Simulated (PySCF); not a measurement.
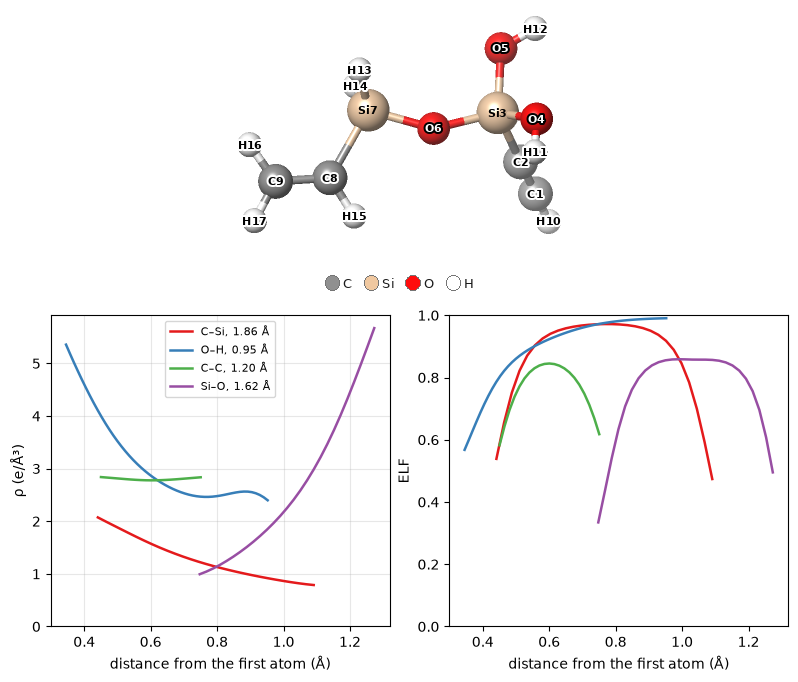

Figure. C₄H₈O₃Si₂. Electron density and ELF along straight lines between neighbouring atoms. The curves leave out the atomic cores. The structure is drawn too.

Geometry: GFN2-xTB.

All numbers below come from PBE0/pcSseg-1, SCF density, gas phase, non-relativistic in PySCF.

Input

```
{"job": {"kind": "nmr", "xc": "PBE0", "basis": "pcSseg-1"}, "charge": 0, "multiplicity": 1}
C     -3.071130     2.056219    -0.443781
C     -2.547972     1.079765     0.019977
Si    -1.737991    -0.425412     0.744878
O     -1.989717    -0.508707     2.351108
O     -2.306507    -1.793652     0.094589
O     -0.159675    -0.299440     0.418948
Si     1.136003    -0.872401    -0.373138
C      2.391291     0.525729    -0.249415
C      3.656945     0.426782    -0.622163
H     -3.530275     2.909683    -0.853344
H     -1.575663     0.126792     2.926687
H     -3.081081    -2.200157     0.472154
H      1.587674    -2.085010     0.316386
H      0.763762    -1.158628    -1.760451
H      2.046115     1.475934     0.143427
H      4.055632    -0.492786    -1.019618
H      4.355590     1.247317    -0.551125
```

Run with:

```sh
OMP_NUM_THREADS=1 python probes_run.py task.json out
```

Question: Compare the contacts.

Answer: C–Si (1.86 Å): ρ is about 0.95 e/Å³ halfway; the ELF peaks at about 1 between the atoms; a shared electron pair.
O–H (0.95 Å): the density is about 3.7 e/Å³ at the midpoint; the ELF climbs to about 1 towards the hydrogen, as it does in any bond to H: an ordinary covalent bond to hydrogen.
C–C (1.20 Å): the density is about 2.8 e/Å³ at the midpoint; the ELF peaks at about 0.85 between the atoms; a short, multiple covalent bond.
Si–O (1.62 Å): ρ is about 1.2 e/Å³ halfway; the ELF peaks at about 0.85 between the atoms; a short, strongly polar bond.
